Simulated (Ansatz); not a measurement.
# GeN (doublet): trial inputs and their diagnosis

4 inputs are run for GeN (doublet) as typed; the log has to tell whether the result can be used and what must change.

Computed with Ansatz 0.2.0, Gaussian basis. Level: the settings change from run to run.

11 further runs of the same task are left out: 2 that didn't finish, 9 set aside as unsound or not needed. Runs told in other sessions of the task aren't counted.

## (1) The system

The geometry is a PBE0/def2-TZVPD stationary point (not a proven minimum) of the parent state, kept for this charge and spin. No spin-orbit coupling is included. The filled d shell of Ge may be among the frozen orbitals whatever the setting's name suggests.

2 atoms, charge 0, spin multiplicity 2.

Atoms are counted from 1 here; the program's logs count them from 0.

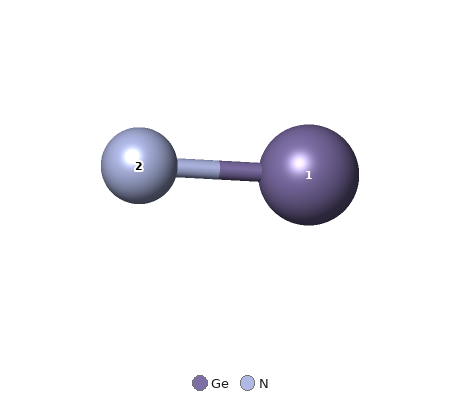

The structure; germanium purple, nitrogen light blue; atoms are numbered from 1 in the order of the file.

## (2) Input 1

Contents of in.yaml:

```yaml
crystal:
  periodic: [false, false, false]
  atoms:
    - {symbol: Ge, position_ang: [0.000000, 0.000000, 0.000000]}
    - {symbol: N, position_ang: [0.000000, 0.000000, 1.821500]}
basis:
  gaussian: {orbitals: 6-31G, point_charges: [{charge: 0.50, position_ang: [3.748, 0.602, 0.384]}]}
magnetization: {spin_polarized: false, initial_magnetization: 1}
correlation: {method: fic_mrcisd_q, electrons: outside_noble_gas, active_space: {window: {electrons: 3, orbitals: 3}, states: [{multiplicity: 2, weights: [1, 1]}], root: 5}}
```

Run with:

```bash
$ ansatz run in.yaml --threads 1 --pin off --events-out ev --progress --plain --max-ram 2393MiB
```

What it wrote:

```text
Error: the active space averages no state 5, counted from zero
```

Wall time 0.03 s (1 thread of Intel Xeon 6975P-C, shared host).

Diagnosis: The run was refused. The root asked for lies beyond the states averaged. To mend it, average more states or name a lower root.

## (3) Input 2

Contents of in.yaml:

```yaml
crystal:
  periodic: [false, false, false]
  atoms:
    - {symbol: Ge, position_ang: [0.000000, 0.000000, 0.000000]}
    - {symbol: N, position_ang: [0.000000, 0.000000, 1.821500]}
basis:
  gaussian: {orbitals: STO-3G}
magnetization: {spin_polarized: false, initial_magnetization: 1}
correlation: {method: ccsd_t, frozen_orbitals: {Ge: 9}}
scf: {lower_state_search: off}
```

Same command.

What it wrote:

```text
Functional definition: HF
  name "HF"
  cite "Fock, Z. Phys. 61, 126 (1930) doi:10.1007/BF01340294"
  parent pbe
  exchange = exact_x
  correlation = 0
these checks for a lower state are left out or cut short: stability, starts, cluster_reference, orbital_swaps, neighbouring_geometries, increment
Error: "frozen_orbitals" has no count for N
```

Run time: 0.06 s. Hardware: 1 thread of Intel Xeon 6975P-C, shared host.

What is wrong: The run was refused. The frozen-orbital counts are incomplete or too large. To mend it, leave frozen_orbitals out, or give each element a count that its core has.

## (4) Input 3

Contents of in.yaml:

```yaml
crystal:
  periodic: [false, false, false]
  atoms:
    - {symbol: Ge, position_ang: [0.000000, 0.000000, 0.000000]}
    - {symbol: N, position_ang: [0.000000, 0.000000, 1.821500]}
basis:
  gaussian: {orbitals: def2-mTZVP}
magnetization: {spin_polarized: false, initial_magnetization: 1}
correlation: {active_space: {window: {electrons: 3, orbitals: 3}, places: [1, 2]}}
scf: {lower_state_search: off}
```

The command is unchanged.

What it wrote:

```text
Error: invalid value for `correlation.active_space`: name one of window, places and ras
```

Run time: 0.03 s. Hardware: 1 thread of Intel Xeon 6975P-C, shared host.

Diagnosis: The run was refused. The active space is defined twice. Cure: keep one definition.

## (5) Input 4

Contents of in.yaml:

```yaml
crystal:
  periodic: [false, false, false]
  atoms:
    - {symbol: Ge, position_ang: [0.000000, 0.000000, 0.000000]}
    - {symbol: N, position_ang: [0.000000, 0.000000, 1.821500]}
basis:
  gaussian: {orbitals: aug-cc-pVDZ}
magnetization: {spin_polarized: false, initial_magnetization: 1}
correlation: {method: sc_nevpt2, electrons: outside_noble_gas, active_space: {window: {electrons: 3, orbitals: 3}, states: [{multiplicity: 2, irrep: T2g, weights: [1]}]}}
scf: {omitted_lower_state_checks: [cluster_reference]}
```

Same command.

What it wrote:

```text
Functional definition: HF
  name "HF"
  cite "Fock, Z. Phys. 61, 126 (1930) doi:10.1007/BF01340294"
  parent pbe
  exchange = exact_x
  correlation = 0
these checks for a lower state are left out or cut short: cluster_reference
1042 factors; integrals over basis functions are off by at most 1.6e-7 eV
mean field evaluation 1: about -57943.7444 eV, gradient 4.2e1 eV
mean field evaluation 2: about -57943.7454 eV, gradient 4.2e1 eV
mean field evaluation 4: about -57950.2894 eV, gradient 3.1e0 eV
mean field evaluation 8: about -57950.6429 eV, gradient 3.3e-1 eV
mean field evaluation 16: about -57950.7273 eV, gradient 7.4e-1 eV
mean field evaluation 32: about -57951.6148 eV, gradient 1.1e-1 eV
mean field evaluation 64: about -57951.6149 eV, gradient 1.7e-4 eV
mean field evaluation 96: about -57946.5841 eV, gradient 4.2e0 eV
mean field evaluation 128: about -57950.6443 eV, gradient 2.1e-5 eV
mean field -57951.61491423 eV, -2129.6825670826 hartree, gradient 2.3e-6 eV, S^2 0.750000; 11 other end points of the search recorded, 0 dependent functions left out
reference -57951.61491423 eV, -2129.6825670826 hartree; 20, 19 occupied and 39, 40 virtual orbitals, 1042 factors
Error: the irrep T2g is not accepted for these orbitals, which take A1, B1, B2, A2, or 1 to 4
```

Wall time 3.3 s (1 thread of Intel Xeon 6975P-C, shared host).

Diagnosis: The run stopped with an error. The symmetry label isn't among those of the (sub)group in which the program labels its orbitals. Cure: name an irrep that the log lists.

## (6) Summary

```
input                    level                ended                                                                                            cause    time
    1      MRCISD+Q(3,3)/6-31G              refused                                               the root asked for lies beyond the states averaged  0.03 s
    2   CCSD(T) on ROHF/STO-3G              refused                                            the frozen-orbital counts are incomplete or too large  0.06 s
    3   CASSCF(3,3)/def2-mTZVP              refused                                                                the active space is defined twice  0.03 s
    4  NEVPT2(3,3)/aug-cc-pVDZ  stopped by an error  the symmetry label isn't among those of the (sub)group in which the program labels its orbitals   3.3 s
```

3 refused, 1 stopped by an error.
